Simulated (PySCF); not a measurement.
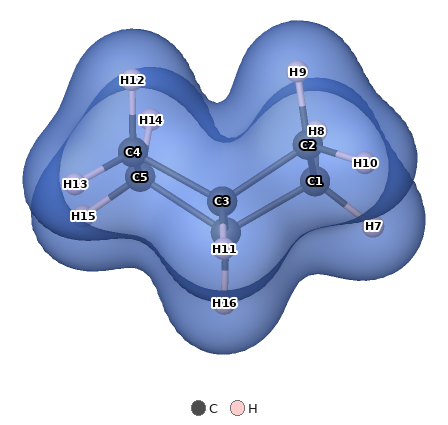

C6H10. Isosurface of the electron density at 0.1 e/Å³ (blue), seen from one side.

Geometry: PBE0-D3(BJ)/def2-SVP.

Level of theory: PySCF, PBE0/pcSseg-1, SCF density, gas phase, non-relativistic.

```xyz
16

C    -1.2780    0.2446   -0.8352
C    -1.1871   -0.9122    0.1893
C    -0.1169   -0.1344    0.9856
C     1.3385   -0.4700    0.6175
C     1.2858    0.5600   -0.5365
C    -0.1377    0.9790   -0.1095
H    -2.2355    0.7837   -0.7818
H    -1.0901   -0.0085   -1.8910
H    -0.8382   -1.8768   -0.2126
H    -2.1198   -1.0976    0.7416
H    -0.3378    0.0613    2.0451
H     1.5334   -1.5189    0.3422
H     2.0536   -0.1886    1.4044
H     1.3476    0.1405   -1.5533
H     2.0365    1.3598   -0.4583
H    -0.2886    2.0442    0.1189
```

Q: Which contacts does the surface bridge?

A: At this value the surface is in one piece. It bridges the sampled C–C (1.54 Å) and C–H (1.10 Å) contacts, where the density stays above the isovalue. On the grid the lowest density along these lines, outside the cores, is 1.6 e/Å³ (C–C, 1.54 Å) and 1.8 e/Å³ (C–H, 1.10 Å).
